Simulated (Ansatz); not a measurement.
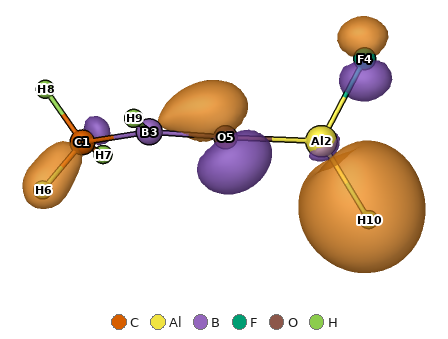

Figure. CH5AlBFO (SMILES CB[O][AlH][F]). The HOMO−1 at ±0.15 Å⁻³ᐟ² (orange and purple are the two phases), seen from one side.

Geometry: PBE-D3(BJ)/def2-SVP.

Level of theory: Ansatz, isolated molecule in a Gaussian basis; Kohn-Sham density functional theory, functional PBE0.

Input

```
crystal:
  periodic: [false, false, false]
  atoms:
    - {symbol: C, position_ang: [0.277197, 1.277274, -1.136420]}
    - {symbol: Al, position_ang: [0.004138, 1.076752, 2.967933]}
    - {symbol: B, position_ang: [-0.787477, 1.271799, 0.021818]}
    - {symbol: F, position_ang: [0.309800, 2.510641, 3.773219]}
    - {symbol: O, position_ang: [-0.434127, 1.163420, 1.325925]}
    - {symbol: H, position_ang: [0.058532, 0.456359, -1.854301]}
    - {symbol: H, position_ang: [1.327048, 1.184903, -0.793760]}
    - {symbol: H, position_ang: [0.175367, 2.211519, -1.731601]}
    - {symbol: H, position_ang: [-1.985333, 1.364199, -0.232476]}
    - {symbol: H, position_ang: [0.125931, -0.299920, 3.720000]}
basis:
  gaussian: {orbitals: def2-TZVPD}
output: {forces: true, orbitals: {seedname: orbitals}}
hamiltonian: {xc: pbe0}
```

Launched as:

```sh
ansatz run input.yaml --threads 2 --pin off --max-ram 4350MiB --events-out events.jsonl --progress --plain --runs-dir runs
```

Q: What is the character of this orbital?

A: It lies mainly on H10 (about 40 %), Al2 (about 25 %), O5 (about 15 %) and F4 (about 5 %). Its energy is −9.82 eV.
